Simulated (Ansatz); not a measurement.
# FGeH$_{4}$P···H$_{2}$: what the fields show

The calculation's input:

```
crystal:
  periodic: [false, false, false]
  atoms:
    - { symbol: Ge, position_ang: [-0.618945, -0.079469, -0.408336] }
    - { symbol: H, position_ang: [0.052359, 0.229805, 2.254551] }
    - { symbol: F, position_ang: [0.927837, -0.103644, 0.41398] }
    - { symbol: H, position_ang: [-0.571566, 1.168096, -1.310489] }
    - { symbol: H, position_ang: [-0.610747, -1.372757, -1.245792] }
    - { symbol: P, position_ang: [-2.353797, 0.077524, 1.069774] }
    - { symbol: H, position_ang: [-3.269163, -0.386716, 0.077975] }
    - { symbol: H, position_ang: [-2.147082, -1.22183, 1.606526] }
    - { symbol: H, position_ang: [-0.392097, 0.376891, 2.78841] }
basis:
  gaussian: { orbitals: def2-mTZVP }
hamiltonian:
  xc: pbe0
  dispersion: d4
relax:
  f_tol: 0.03
  max_steps: 50
output:
  orbitals: {}
```

Run with:

```sh
ansatz run input.yaml --threads 2 --pin off --max-ram 3072MiB --backend cpu --events-out ev --progress --plain --runs-dir out
```

The fields are those of the run's last geometry, not of the input's.

Theory: Ansatz 0.2.0, RKS PBE0-D4/def2-mTZVP.

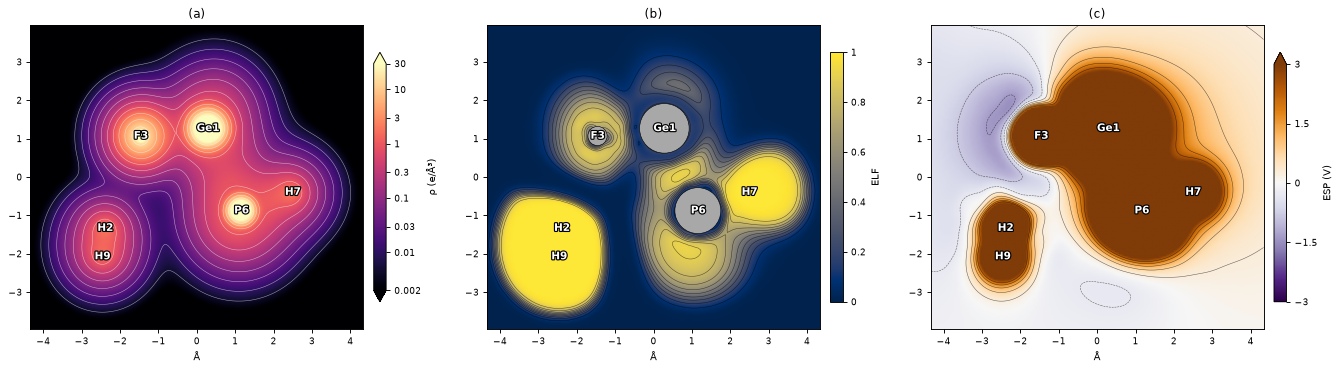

Figure 1. (a) electron density; (b) ELF; (c) electrostatic potential on the plane of atoms F3, Ge1 and P6. Grey discs cover the atomic cores in the ELF map.

**What does the map show?**

The plane passes through Ge, H, F and P nuclei.
F3···H2 (2.58 Å): the density falls to about 0.04 e/Å³ on the way; the ELF dips to about 0 between them; a non-bonded, intermolecular contact.
Ge–F (1.75 Å): ρ is about 0.92 e/Å³ halfway; the ELF peaks at about 0.80 in the valence shell of F, 0.5 Å from its nucleus, and is about 0.20 at the midpoint.
Ge–P (2.31 Å): ρ at the midpoint is about 0.67 e/Å³; the ELF peaks at about 0.90 between the atoms: a shared electron pair.
H–H (0.75 Å): ρ is about 1.6 e/Å³ halfway; the ELF peaks at about 1 between the atoms.
P–H (1.43 Å): ρ at the midpoint is about 1 e/Å³; the ELF climbs to about 1 towards the hydrogen, as it does in any bond to H.
The ELF also peaks beside P6 and F3, away from the bonds: lone-pair regions.
Outside the dense part of the complex the potential is most negative (−1.5 V) near F3.

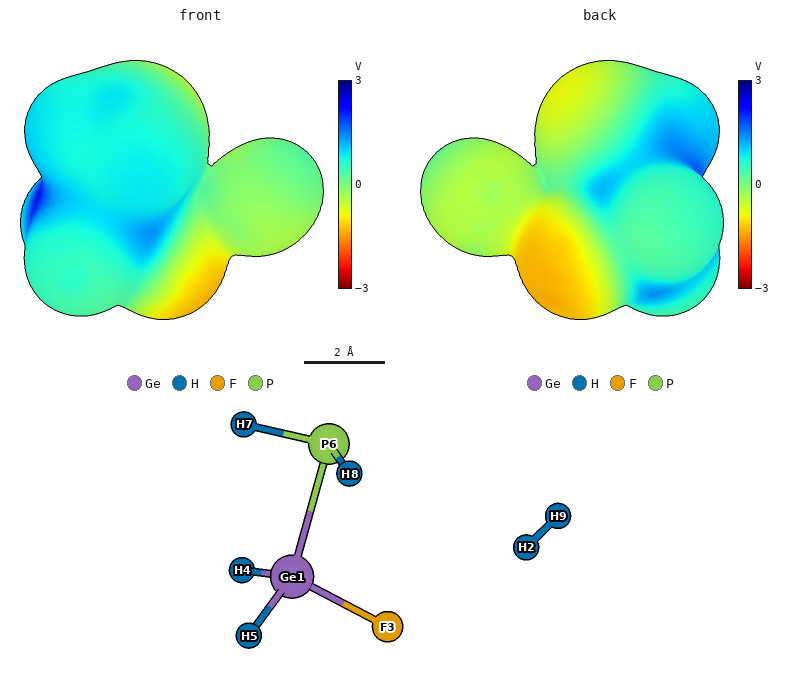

Figure 2. The electrostatic potential painted on the density surface at 0.002 e/bohr³, seen from the front and from behind; the colour scale runs from red (negative) to blue (positive). The bare structure is drawn below in the same view.

**Where is the surface potential most negative and most positive?**

The most negative region (about −1.3 V) lies over F3, the most positive (about +2.0 V) over Ge1.

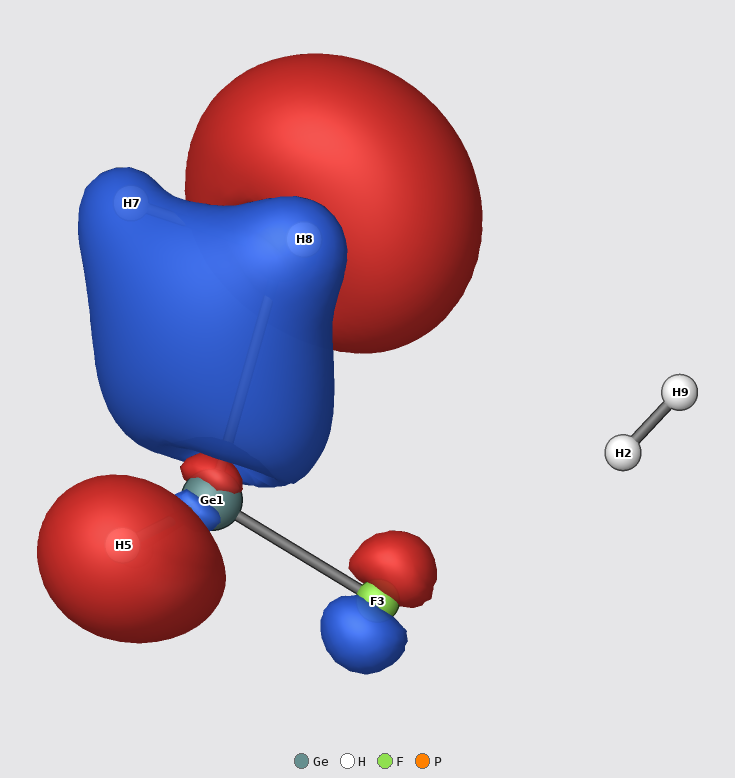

Figure 3. The HOMO at ±0.1 Å⁻³ᐟ² (blue and red are the two phases), seen at a tilt.

**What is the character of this orbital?**

By Hirshfeld shares it lies mainly on P6 (about 70 %), Ge1 (about 15 %) and H5 (about 5 %); largely a lone pair of P6. Its energy is −7.92 eV.
